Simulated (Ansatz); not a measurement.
# HSE06/STO-3G run of BCl2F (dichlorofluoroborane)

Aim: the electronic atomisation energy of BCl2F (dichlorofluoroborane) at HSE06/STO-3G, from 4 runs. 

The results are computed with Ansatz 0.2.0.

67 further runs of the same task are left out: 4 that didn't finish, 63 set aside as unsound or not needed.

## 1. Starting point

The species is BCl2F (4 atoms), meant as a singlet with charge 0. As SMILES, `FB(Cl)Cl`. The coordinates come from a PBE0-D4/def2-TZVP relaxation.

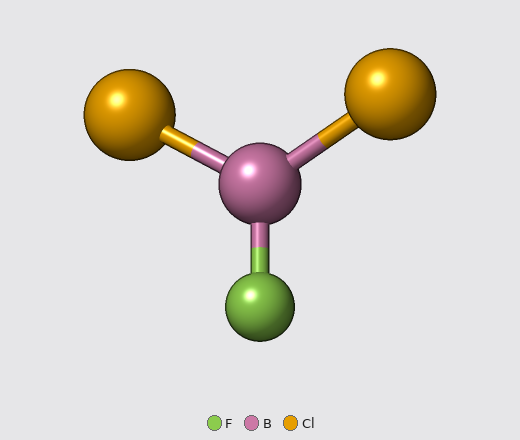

Viewed from a chosen angle; fluorine green, boron pink, chlorine amber.

## 2. A single-point energy at HSE06/STO-3G

The input, input.yaml:

```yaml
basis:
  gaussian: {orbitals: STO-3G}
crystal:
  periodic: [false, false, false]
  atoms:
    - {symbol: F, position_ang: [0.114370, -1.165320, -0.781190]}
    - {symbol: B, position_ang: [0.007910, -0.080610, -0.054040]}
    - {symbol: Cl, position_ang: [-1.549540, 0.373780, 0.571420]}
    - {symbol: Cl, position_ang: [1.427260, 0.872140, 0.263810]}
hamiltonian: {xc: hse06}
accuracy: high
```

Command:

```console
$ ansatz run input.yaml --threads 1 --pin off --max-ram 3480MiB --events-out events.jsonl --progress --plain --runs-dir runs
```

Output:

```text
Warning: RAYON_NUM_THREADS=1 ignored (pool sized by the plan → 1); use --threads N
Functional definition: HSE06
  name "HSE06"
  parameter a = 0.25
  parameter omega = 0.11/bohr
  exchange = pbe_x - a*pbe_x_sr(omega) + a*exact_x_sr(omega)
  correlation = pbe_c
522 factors; integrals over basis functions are off by at most 3.1e-8 eV
62 factors; integrals over basis functions are off by at most 9.0e-10 eV
mean field evaluation 1: about -28109.1682 eV, gradient 2.2e1 eV
mean field evaluation 2: about -28108.6091 eV, gradient 2.8e1 eV
mean field evaluation 4: about -28111.1656 eV, gradient 8.2e-1 eV
mean field evaluation 8: about -28111.1652 eV, gradient 6.8e-4 eV
mean field evaluation 16: about -28111.1652 eV, gradient 7.1e-9 eV
mean field -28111.16517113 eV, -1033.0662656067 hartree, gradient 7.0e-9 eV, S^2 0.000000; 0 other end points of the search recorded, 0 dependent functions left out
reference -28111.16517262 eV, -1033.0662656616 hartree; 24, 24 occupied and 4, 4 virtual orbitals, 522 factors
Total energy: -28111.16517262 eV, -1033.0662656616 hartree
```

Wall time 1.9 s (1 thread of Arm Neoverse V1, shared host); peak memory 0.11 GiB.

## 3. The B atom

The input, in.yaml:

```yaml
crystal:
  periodic: [false, false, false]
  atoms:
    - {symbol: B, position_ang: [0.000000, 0.000000, 0.000000]}
basis:
  gaussian: {orbitals: STO-3G}
magnetization: {spin_polarized: true, initial_magnetization: 1}
hamiltonian: {xc: hse06}
accuracy: high
```

Run the same way, it converges to -24.23396 Eh (log not shown).

## 4. The Cl atom at the same level

The input, job.yaml:

```yaml
crystal:
  periodic: [false, false, false]
  atoms:
    - {symbol: Cl, position_ang: [0.000000, 0.000000, 0.000000]}
basis:
  gaussian:
    orbitals: STO-3G
magnetization:
  spin_polarized: true
  initial_magnetization: 1
hamiltonian:
  xc: {name: HSE06}
accuracy: high
```

Run the same way, it converges to -454.98149 Eh (log not shown).

## 5. The F atom

The input, run.yaml:

```yaml
crystal:
  periodic: [false, false, false]
  atoms:
    - {symbol: F, position_ang: [0.000000, 0.000000, 0.000000]}
basis:
  gaussian: {orbitals: STO-3G}
magnetization: {spin_polarized: true, initial_magnetization: 1}
hamiltonian: {xc: {name: HSE06}}
accuracy: high
```

Run the same way, it converges to -98.19947 Eh (log not shown).

## 6. What came out

Level: HSE06/STO-3G.

| quantity | value |
| --- | --- |
| molecule: total energy | -1033.06627 Eh |
| B atom: total energy | -24.23396 Eh |
| B atom: ⟨S²⟩ | 0.750 |
| Cl atom: total energy | -454.98149 Eh |
| Cl atom: ⟨S²⟩ | 0.750 |
| F atom: total energy | -98.19947 Eh |
| F atom: ⟨S²⟩ | 0.750 |
| electronic atomisation energy | 18.227 eV |

Taking the molecule apart into free atoms costs 18.23 eV (420 kcal/mol), before zero-point energy and without spin-orbit coupling. In a minimal basis such a difference can be off by several eV, whatever the method.
